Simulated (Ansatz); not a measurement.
**C2H6F2OSi (SMILES C[SiH2]C(O)(F)F): density, localisation and related maps**

```yaml
atoms:
  - { symbol: C, position_ang: [-0.4773, -1.1328, 1.3332] }
  - { symbol: Si, position_ang: [0.6274, -0.7376, -0.1580] }
  - { symbol: C, position_ang: [0.1273, 1.0003, -0.8540] }
  - { symbol: O, position_ang: [0.2543, 1.9679, 0.1131] }
  - { symbol: F, position_ang: [-1.2060, 0.9866, -1.3434] }
  - { symbol: F, position_ang: [0.8995, 1.3486, -1.9891] }
  - { symbol: H, position_ang: [-0.2203, -2.1077, 1.7582] }
  - { symbol: H, position_ang: [-1.5283, -1.1514, 1.0306] }
  - { symbol: H, position_ang: [-0.3510, -0.3687, 2.1054] }
  - { symbol: H, position_ang: [2.0818, -0.6476, 0.1960] }
  - { symbol: H, position_ang: [0.4338, -1.6970, -1.2940] }
  - { symbol: H, position_ang: [0.0072, 2.8583, -0.2129] }
```

Level of theory: RKS PBE0/6-31G in Ansatz 0.2.0.

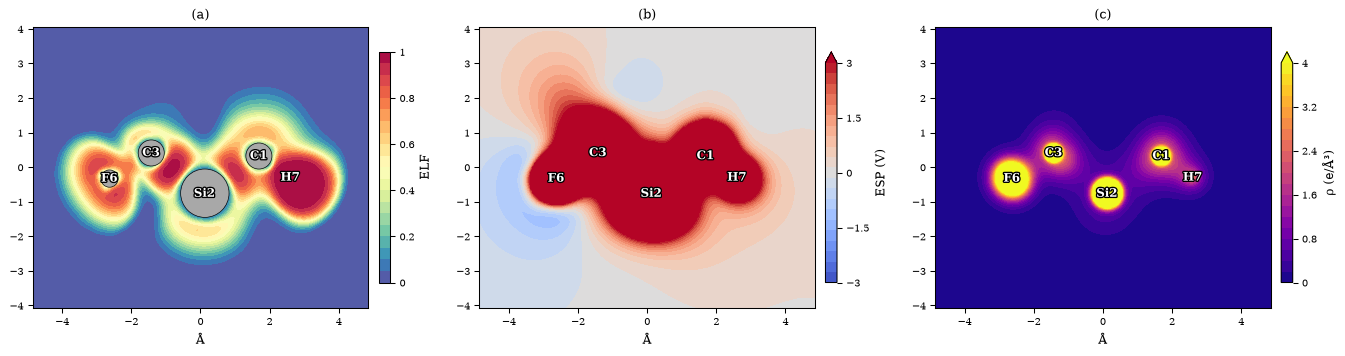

Figure 1. (a) electron localisation function; (b) electrostatic potential; (c) electron density on the plane of atoms C1, Si2 and C3. Grey discs cover the atomic cores in the ELF map.

Question: Interpret the plot.

Answer: The plane passes through C, Si, F and H nuclei.
C–F (1.42 Å): the density is about 1.7 e/Å³ at the midpoint, with its minimum of 1.5 e/Å³ about 0.5 Å from C; the ELF peaks at about 0.80 between the atoms (a shared but strongly polarised pair).
C–Si (1.90 Å): ρ at the midpoint is about 0.81 e/Å³; the ELF peaks at about 0.95 between the atoms (a shared electron pair).
C–Si (1.94 Å): the density is about 0.8 e/Å³ at the midpoint; the ELF peaks at about 1 between the atoms: a covalent bond.
C–H (1.09 Å): ρ is about 1.8 e/Å³ halfway; the ELF climbs to about 1 towards the hydrogen, as it does in any bond to H; a covalent bond by its length.
The ELF also peaks beside F6, away from the bonds: lone-pair regions.
Outside the dense part of the molecule the potential is most negative (−1.1 V) near F6.

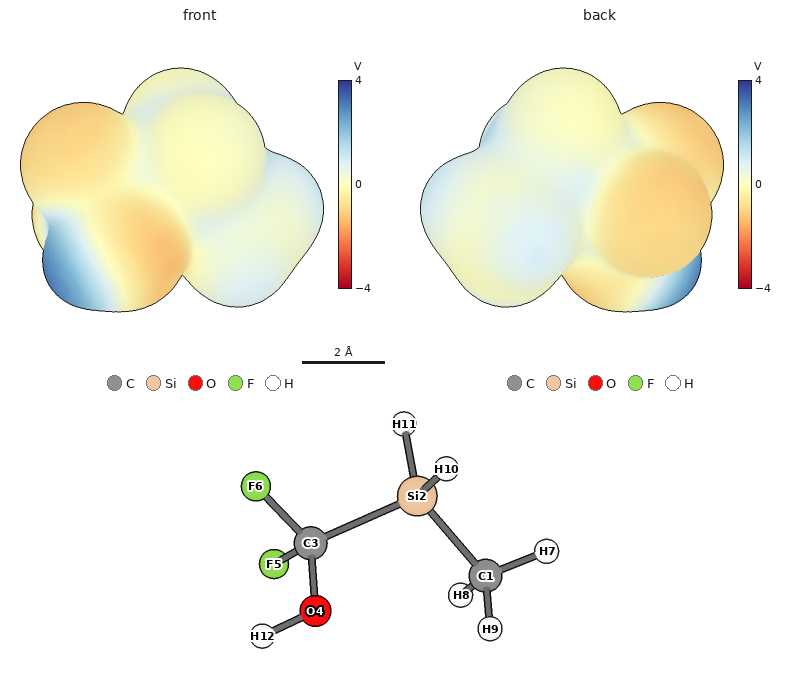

Figure 2. The molecular electrostatic potential painted on the density surface at 0.002 e/bohr³, seen from the front and from behind; red is negative and blue positive. The bare structure is drawn below in the same view.

Question: Where is the surface potential most negative and most positive?

Answer: The most negative region (about −1.2 V) lies over O4, the most positive (about +2.9 V) over H12. O4 is the likeliest acceptor of a hydrogen bond.

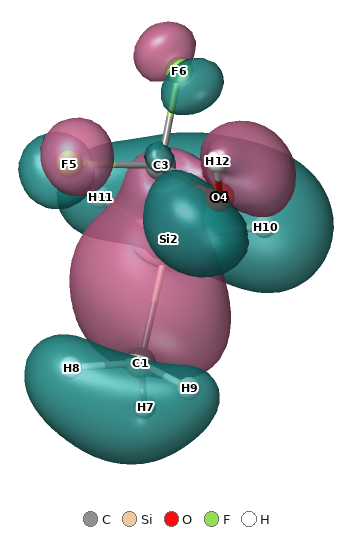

Figure 3. The HOMO−1 at ±0.08 Å⁻³ᐟ² (teal and pink are the two phases), seen at an oblique angle.

Question: What is the character of this orbital?

Answer: By Hirshfeld shares it lies mainly on C1 (about 25 %), Si2 (about 25 %), O4 (about 15 %) and H10 (about 10 %). Its energy is −9.52 eV.
